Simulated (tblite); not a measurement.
Geometry relaxation of C2H7NOSi (part 3 of 3)

The same run, continued: C2H7NOSi, SMILES CC(=O)[SiH2]N; GFN2-xTB geometry optimisation, gas phase (tblite 0.8.0). It belongs to a series of runs on one base structure; here: H on Si replaced by COCH3.

Geometry of the input (Å):
```
C  -1.7356  0.3821  0.4080
C  -0.8134  -0.7534  0.2348
O  -1.2465  -1.8764  0.4658
Si 0.9462  -0.5723  -0.2670
N  1.7123  0.9162  0.3089
H  -1.3560  1.1807  1.0716
H  -2.0924  0.8009  -0.5800
H  -2.6497  0.0000  0.9165
H  1.7236  -1.6754  0.3795
H  1.1534  -0.7415  -1.7010
H  1.6252  1.6421  -0.4473
H  2.7341  0.6964  0.4784
```

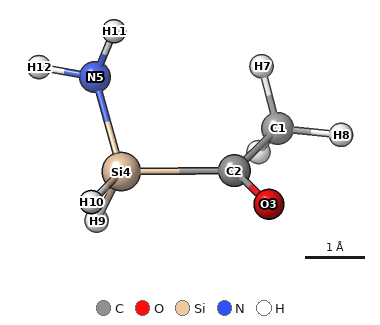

Fig. 1: The geometry at step 149 of the log (ball-and-stick view, seen at a tilt; atoms are numbered from 1 in the order of the input).

**Trajectory as extended XYZ, continued**
```
12
Properties=species:S:1:pos:R:3:forces:R:3 step=117 energy=-450.48741
C    -1.5706    0.4049    0.5940   -0.0030   0.0130  -0.0020
C    -0.8687   -0.8004    0.0245   -0.0050   0.0040  -0.0110
O    -1.4705   -1.8112   -0.2645    0.0080   0.0180   0.0090
Si    1.0379   -0.7400   -0.2133    0.0020  -0.0030  -0.0030
N     1.5112    0.9015    0.0192   -0.0110   0.0080  -0.0040
H    -1.0369    0.7506    1.4762   -0.0130  -0.0060  -0.0130
H    -1.5444    1.2034   -0.1469    0.0100  -0.0220   0.0150
H    -2.6070    0.1781    0.8379    0.0160  -0.0030   0.0000
H     1.6809   -1.4896    0.8652   -0.0050   0.0100  -0.0060
H     1.3285   -1.3453   -1.5184   -0.0030   0.0010   0.0070
H     1.0454    1.6388   -0.4874    0.0130  -0.0200   0.0090
H     2.4953    1.1085    0.0814   -0.0090   0.0000  -0.0020
12
Properties=species:S:1:pos:R:3:forces:R:3 step=122 energy=-450.48765
C    -1.5672    0.4012    0.6020    0.0070  -0.0030   0.0050
C    -0.8714   -0.7974    0.0128   -0.0080  -0.0220   0.0040
O    -1.4761   -1.8037   -0.2862    0.0140   0.0360   0.0020
Si    1.0357   -0.7382   -0.2133    0.0020   0.0030   0.0060
N     1.5044    0.9067    0.0057    0.0100  -0.0110  -0.0030
H    -1.0403    0.7162    1.4996   -0.0100  -0.0040  -0.0040
H    -1.5189    1.2188   -0.1153   -0.0060  -0.0070   0.0010
H    -2.6079    0.1785    0.8283   -0.0030   0.0080  -0.0020
H     1.6665   -1.4692    0.8844    0.0050   0.0000  -0.0010
H     1.3400   -1.3621   -1.5054    0.0010  -0.0020  -0.0050
H     1.0481    1.6355   -0.5202   -0.0030   0.0010  -0.0040
H     2.4882    1.1130    0.0759   -0.0090   0.0020   0.0020
12
Properties=species:S:1:pos:R:3:forces:R:3 step=126 energy=-450.48792
C    -1.5652    0.3929    0.6234    0.0000   0.0010   0.0000
C    -0.8745   -0.7869   -0.0100   -0.0350  -0.0340   0.0030
O    -1.4869   -1.7736   -0.3569    0.0340   0.0620   0.0110
Si    1.0365   -0.7370   -0.2056   -0.0030  -0.0140   0.0100
N     1.5031    0.9127   -0.0337   -0.0440   0.0430  -0.0130
H    -1.0551    0.6514    1.5490   -0.0160  -0.0030  -0.0300
H    -1.4882    1.2462   -0.0493    0.0030  -0.0260   0.0210
H    -2.6148    0.1766    0.8148    0.0150   0.0060  -0.0020
H     1.6475   -1.4293    0.9289    0.0010   0.0020  -0.0020
H     1.3634   -1.4084   -1.4672    0.0000   0.0020  -0.0110
H     1.0521    1.6306   -0.5813    0.0320  -0.0480   0.0200
H     2.4834    1.1241    0.0561    0.0130   0.0100  -0.0070
12
Properties=species:S:1:pos:R:3:forces:R:3 step=131 energy=-450.48903
C    -1.5594    0.3718    0.6687    0.0220   0.0070  -0.0100
C    -0.8818   -0.7669   -0.0476   -0.0470  -0.0910  -0.0270
O    -1.5083   -1.7016   -0.5001    0.0610   0.1090   0.0520
Si    1.0363   -0.7362   -0.1812    0.0110   0.0310  -0.0030
N     1.4859    0.9280   -0.0962    0.0170  -0.0090  -0.0220
H    -1.0850    0.5227    1.6364   -0.0080  -0.0140  -0.0370
H    -1.4159    1.2807    0.0861   -0.0090  -0.0190   0.0240
H    -2.6232    0.1816    0.7935   -0.0060   0.0010  -0.0020
H     1.6129   -1.3477    1.0171   -0.0080   0.0030  -0.0190
H     1.4081   -1.4738   -1.3939   -0.0090   0.0050   0.0280
H     1.0697    1.5879   -0.7357    0.0050  -0.0090   0.0140
H     2.4619    1.1527    0.0210   -0.0290  -0.0150   0.0020
12
Properties=species:S:1:pos:R:3:forces:R:3 step=135 energy=-450.48940
C    -1.5616    0.3713    0.6686    0.0110   0.0030  -0.0020
C    -0.8812   -0.7659   -0.0467   -0.0110  -0.0270  -0.0070
O    -1.5058   -1.7002   -0.4993    0.0160   0.0300   0.0150
Si    1.0365   -0.7338   -0.1807    0.0020   0.0080  -0.0040
N     1.4889    0.9288   -0.0988    0.0110  -0.0100  -0.0070
H    -1.0917    0.5175    1.6386   -0.0030  -0.0070  -0.0150
H    -1.4146    1.2821    0.0911   -0.0050  -0.0030   0.0100
H    -2.6263    0.1813    0.7876   -0.0030   0.0000  -0.0010
H     1.6146   -1.3458    1.0161   -0.0050   0.0030  -0.0080
H     1.4033   -1.4764   -1.3913   -0.0020   0.0050   0.0170
H     1.0746    1.5894   -0.7381    0.0000   0.0030   0.0020
H     2.4646    1.1509    0.0211   -0.0110  -0.0050   0.0000
12
Properties=species:S:1:pos:R:3:forces:R:3 step=140 energy=-450.48993
C    -1.5642    0.3433    0.7143    0.0180   0.0350   0.0270
C    -0.8863   -0.7352   -0.0895   -0.0670  -0.0520  -0.0670
O    -1.5158   -1.6057   -0.6530    0.0720   0.1180   0.0870
Si    1.0347   -0.7204   -0.1545    0.0210  -0.0150  -0.0010
N     1.4885    0.9449   -0.1811   -0.0370  -0.0140  -0.0380
H    -1.1439    0.3535    1.7208   -0.0500  -0.0090  -0.0970
H    -1.3501    1.3128    0.2614   -0.0170  -0.1100   0.0370
H    -2.6408    0.1821    0.7542    0.0380   0.0290   0.0130
H     1.5647   -1.2427    1.1076   -0.0090   0.0240  -0.0260
H     1.4396   -1.5573   -1.2893    0.0010   0.0270   0.0230
H     1.1186    1.5497   -0.9001    0.0070  -0.0350   0.0380
H     2.4563    1.1742   -0.0225    0.0240   0.0040   0.0020
12
Properties=species:S:1:pos:R:3:forces:R:3 step=144 energy=-450.49080
C    -1.5637    0.3434    0.7132   -0.0010   0.0050   0.0020
C    -0.8868   -0.7349   -0.0902   -0.0090  -0.0080  -0.0100
O    -1.5165   -1.6063   -0.6482    0.0050   0.0100   0.0080
Si    1.0343   -0.7217   -0.1564    0.0080   0.0040   0.0010
N     1.4886    0.9424   -0.1793    0.0000  -0.0150   0.0080
H    -1.1401    0.3582    1.7149   -0.0050  -0.0060  -0.0040
H    -1.3530    1.3075    0.2550    0.0000  -0.0080   0.0020
H    -2.6391    0.1835    0.7604    0.0030   0.0060   0.0000
H     1.5625   -1.2427    1.1048    0.0030   0.0030   0.0030
H     1.4433   -1.5528   -1.2918    0.0010   0.0030   0.0010
H     1.1154    1.5487   -0.8930   -0.0160   0.0110  -0.0110
H     2.4562    1.1741   -0.0213    0.0110  -0.0050   0.0010
12
Properties=species:S:1:pos:R:3:forces:R:3 step=149 energy=-450.49080
C    -1.5652    0.3215    0.7451    0.0230   0.0300   0.0140
C    -0.8900   -0.7097   -0.1212   -0.0520  -0.0650  -0.0400
O    -1.5225   -1.5261   -0.7571    0.0760   0.1090   0.0830
Si    1.0338   -0.7136   -0.1355    0.0150  -0.0050  -0.0010
N     1.4921    0.9471   -0.2372   -0.0340  -0.0070  -0.0210
H    -1.1825    0.2352    1.7631   -0.0410   0.0060  -0.1060
H    -1.3034    1.3152    0.3785   -0.0260  -0.1000   0.0420
H    -2.6468    0.1929    0.7371    0.0370   0.0260   0.0090
H     1.5257   -1.1583    1.1704   -0.0030   0.0000  -0.0190
H     1.4732   -1.6071   -1.2123   -0.0110   0.0210   0.0230
H     1.1302    1.5143   -0.9894    0.0070  -0.0110   0.0200
H     2.4565    1.1877   -0.0732    0.0090  -0.0050  -0.0050
12
Properties=species:S:1:pos:R:3:forces:R:3 step=153 energy=-450.49152
C    -1.5654    0.3270    0.7369    0.0040   0.0070  -0.0020
C    -0.8880   -0.7155   -0.1121    0.0140   0.0180   0.0090
O    -1.5188   -1.5434   -0.7306   -0.0090  -0.0210  -0.0120
Si    1.0349   -0.7158   -0.1386    0.0030  -0.0060   0.0000
N     1.4921    0.9453   -0.2223   -0.0070   0.0000  -0.0020
H    -1.1766    0.2641    1.7508   -0.0060  -0.0020  -0.0060
H    -1.3140    1.3124    0.3500    0.0000  -0.0090   0.0080
H    -2.6453    0.1931    0.7389    0.0000   0.0080   0.0020
H     1.5376   -1.1793    1.1549    0.0040  -0.0050   0.0060
H     1.4644   -1.5940   -1.2301   -0.0020   0.0050   0.0030
H     1.1212    1.5227   -0.9612   -0.0040   0.0080  -0.0030
H     2.4592    1.1825   -0.0685    0.0030  -0.0040  -0.0030
12
Properties=species:S:1:pos:R:3:forces:R:3 step=158 energy=-450.49159
C    -1.5682    0.3105    0.7601    0.0140   0.0250   0.0180
C    -0.8854   -0.6938   -0.1309   -0.0570  -0.0500  -0.0550
O    -1.5128   -1.4716   -0.8181    0.0690   0.0870   0.0900
Si    1.0384   -0.7108   -0.1131    0.0040   0.0020  -0.0040
N     1.4955    0.9466   -0.2657    0.0020  -0.0080  -0.0180
H    -1.2287    0.1616    1.7855   -0.0310   0.0080  -0.0830
H    -1.2662    1.3131    0.4564   -0.0190  -0.0780   0.0290
H    -2.6519    0.2144    0.7058    0.0380   0.0120   0.0090
H     1.5194   -1.1160    1.2095   -0.0070   0.0040  -0.0170
H     1.4845   -1.6365   -1.1585   -0.0050   0.0140   0.0140
H     1.1088    1.4970   -1.0183    0.0120  -0.0140   0.0180
H     2.4677    1.1848   -0.1446   -0.0230  -0.0020   0.0000
12
Properties=species:S:1:pos:R:3:forces:R:3 step=162 energy=-450.49207
C    -1.5674    0.3130    0.7564    0.0020   0.0080   0.0060
C    -0.8857   -0.6969   -0.1279   -0.0040  -0.0010  -0.0040
O    -1.5129   -1.4830   -0.8028    0.0040   0.0040   0.0130
Si    1.0375   -0.7113   -0.1172    0.0000   0.0010   0.0000
N     1.4940    0.9463   -0.2605    0.0030  -0.0020  -0.0030
H    -1.2232    0.1741    1.7795   -0.0110  -0.0010  -0.0230
H    -1.2696    1.3118    0.4432   -0.0030  -0.0160   0.0100
H    -2.6505    0.2146    0.7090    0.0130   0.0040   0.0010
H     1.5223   -1.1249    1.2004   -0.0010  -0.0010  -0.0010
H     1.4816   -1.6294   -1.1686   -0.0010   0.0000  -0.0010
H     1.1100    1.5008   -1.0106    0.0060  -0.0020   0.0040
H     2.4651    1.1843   -0.1329   -0.0090   0.0050  -0.0020
12
Properties=species:S:1:pos:R:3:forces:R:3 step=167 energy=-450.49244
C    -1.5693    0.2986    0.7780   -0.0030   0.0020   0.0310
C    -0.8832   -0.6757   -0.1414    0.0030  -0.0150   0.0050
O    -1.5042   -1.4231   -0.8641   -0.0150   0.0040   0.0050
Si    1.0387   -0.7027   -0.0979    0.0150   0.0030  -0.0050
N     1.4926    0.9480   -0.3114    0.0000  -0.0030   0.0120
H    -1.2984    0.0527    1.8047   -0.0200   0.0170  -0.0540
H    -1.1992    1.3011    0.5713   -0.0220  -0.0280   0.0140
H    -2.6516    0.2612    0.6615    0.0350   0.0110   0.0040
H     1.5066   -1.0600    1.2426   -0.0040   0.0090  -0.0070
H     1.4963   -1.6655   -1.1022   -0.0010  -0.0020  -0.0040
H     1.1116    1.4695   -1.0862   -0.0010  -0.0070   0.0000
H     2.4613    1.1952   -0.1868    0.0130   0.0080  -0.0010
12
Properties=species:S:1:pos:R:3:forces:R:3 step=171 energy=-450.49268
C    -1.5710    0.2972    0.7802   -0.0010   0.0020  -0.0010
C    -0.8827   -0.6756   -0.1392    0.0030   0.0070  -0.0010
O    -1.5042   -1.4202   -0.8642   -0.0090  -0.0140  -0.0050
Si    1.0400   -0.7012   -0.0974    0.0050  -0.0040  -0.0030
N     1.4952    0.9486   -0.3154   -0.0010   0.0000   0.0030
H    -1.3157    0.0407    1.8062    0.0010   0.0000   0.0040
H    -1.1920    1.2979    0.5874   -0.0020   0.0010   0.0040
H    -2.6512    0.2698    0.6514    0.0020   0.0020  -0.0020
H     1.5080   -1.0524    1.2442   -0.0010   0.0040  -0.0030
H     1.4938   -1.6678   -1.1002    0.0010   0.0030   0.0030
H     1.1179    1.4634   -1.0966   -0.0030   0.0000   0.0000
H     2.4630    1.1989   -0.1882    0.0050  -0.0030   0.0010
12
Properties=species:S:1:pos:R:3:forces:R:3 step=176 energy=-450.49273
C    -1.5715    0.2964    0.7807   -0.0020   0.0040   0.0020
C    -0.8831   -0.6750   -0.1403    0.0020   0.0040   0.0050
O    -1.5045   -1.4206   -0.8644   -0.0040  -0.0050  -0.0020
Si    1.0396   -0.6998   -0.0973    0.0010   0.0020  -0.0010
N     1.4966    0.9493   -0.3174    0.0040  -0.0020   0.0020
H    -1.3241    0.0315    1.8069   -0.0020   0.0000  -0.0060
H    -1.1866    1.2968    0.5979   -0.0010  -0.0030   0.0010
H    -2.6510    0.2751    0.6451    0.0020   0.0020   0.0010
H     1.5063   -1.0453    1.2458    0.0010  -0.0030   0.0050
H     1.4953   -1.6688   -1.0963    0.0020  -0.0020  -0.0030
H     1.1182    1.4639   -1.0980   -0.0020   0.0040  -0.0030
H     2.4661    1.1957   -0.1943   -0.0010   0.0010   0.0000
```

**Summary**

```tsv
quantity	value
outcome	converged
total energy	−450.4927 eV
hardware	1 CPU thread, shared host
wall time	0.81 s
peak memory	0.18 GiB
```
